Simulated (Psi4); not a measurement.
# triplet C2HClF2 at UB3LYP/6-31G(d) (spherical functions)

We compute a single-point energy of triplet C2HClF2. 

Program for the calculation: Psi4 1.11.

## (1) Starting point

The species is C2HClF2 (6 atoms), meant as a triplet with charge 0. As SMILES of the parent species, `FC(F)=CCl`. Geometry: relaxed at PBE0-D4/def2-TZVP. That shape belongs to the parent species and isn't relaxed for this state.

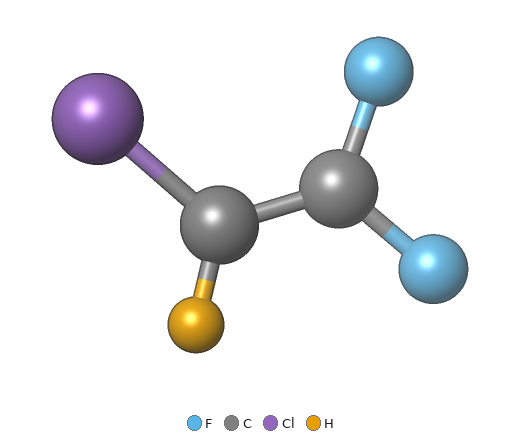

The structure, seen from a chosen angle (fluorine blue, carbon grey, chlorine purple, hydrogen amber).

## (2) A single-point energy at UB3LYP/6-31G(d) (spherical functions)

job.inp reads:

```
memory 2200 mb

molecule molecule1 {
  0 3
  F
  C 1 R2
  F 2 R3 1 A3
  C 2 R4 3 A4 1 D4
  Cl 4 R5 2 A5 3 D5
  H 4 R6 2 A6 3 D6

  R2 = 1.311824
  R3 = 1.305237
  A3 = 111.06578
  R4 = 1.320627
  A4 = 125.79167
  D4 = 179.99934
  R5 = 1.706194
  A5 = 122.32738
  D5 = 2e-05
  R6 = 1.078919
  A6 = 120.12414
  D6 = 179.9992
  symmetry c1
}

set basis 6-31G*
set reference uks
set puream true
set e_convergence 1e-09
set d_convergence 1e-08
set scf_type pk
set dft_radial_points 99
set dft_spherical_points 590
set maxiter 100

e_tot, wfn = energy('b3lyp', return_wfn=True)
```

Command:

```console
psi4 -i job.inp -o job.out -n 1
```

job.out:

```text
[...]
  Running in c1 symmetry.
[...]
  Nuclear repulsion =  213.574865503315181
[...]
  Multiplicity = 3
[...]
  Nalpha       = 25
  Nbeta        = 23
[...]
    Number of basis functions: 76
[...]
   @UKS iter   1:  -736.31358712320241    2.07107e-01   7.06404e-03 ADIIS/DIIS
[...]
   @UKS iter  14:  -736.47026091253565   -2.16005e-12   8.83711e-09 DIIS
[...]
   @S^2 Observed:                2.006228706E+00
[...]
    Orbital Energies [Eh]
    ---------------------
    Alpha Occupied:
       1A   -101.568799     2A    -24.730334     3A    -24.727811
       4A    -10.312868     5A    -10.254056     6A     -9.499619
       7A     -7.262006     8A     -7.255650     9A     -7.252001
      10A     -1.288027    11A     -1.227704    12A     -0.915276
      13A     -0.785267    14A     -0.636055    15A     -0.579557
      16A     -0.545822    17A     -0.541459    18A     -0.472169
      19A     -0.450219    20A     -0.441504    21A     -0.415798
      22A     -0.405655    23A     -0.341782    24A     -0.294719
      25A     -0.085655
    Alpha Virtual:
[...]
  @UKS Final Energy:  -736.47026091253565
   => Energetics <=
    Nuclear Repulsion Energy =            213.5748655033151806
    One-Electron Energy =               -1441.3092345620134438
    Two-Electron Energy =                 540.0875019640121764
    DFT Exchange-Correlation Energy =     -48.8233938178495279
    Empirical Dispersion Energy =           0.0000000000000000
    VV10 Nonlocal Energy =                  0.0000000000000000
    Total Energy =                       -736.4702609125356503
[...]
 Multipole Moments:
 ------------------------------------------------------------------------------------
     Multipole            Electronic (a.u.)      Nuclear  (a.u.)        Total (a.u.)
 ------------------------------------------------------------------------------------
 L = 1.  Multiply by 2.5417464519 to convert [e a0] to [Debye]
 Dipole X            :         -0.0000090            0.0000065           -0.0000025
 Dipole Y            :         -2.1806210            2.6705527            0.4899316
 Dipole Z            :         -0.2435346            0.2748136            0.0312790
 Magnitude           :                                                    0.4909291
[...]
```

Wall time 38 s (1 thread of Intel Xeon at 2.50GHz (Skylake/Cascade Lake), shared host); peak memory 0.89 GiB.

## (3) Results

At UB3LYP/6-31G* (spherical functions):

| quantity | value |
| --- | --- |
| total energy | -736.47026 Eh |
| dipole moment | 1.25 D |
| HOMO energy (highest over α and β) | -2.33 eV |
| ⟨S²⟩ | 2.006 |
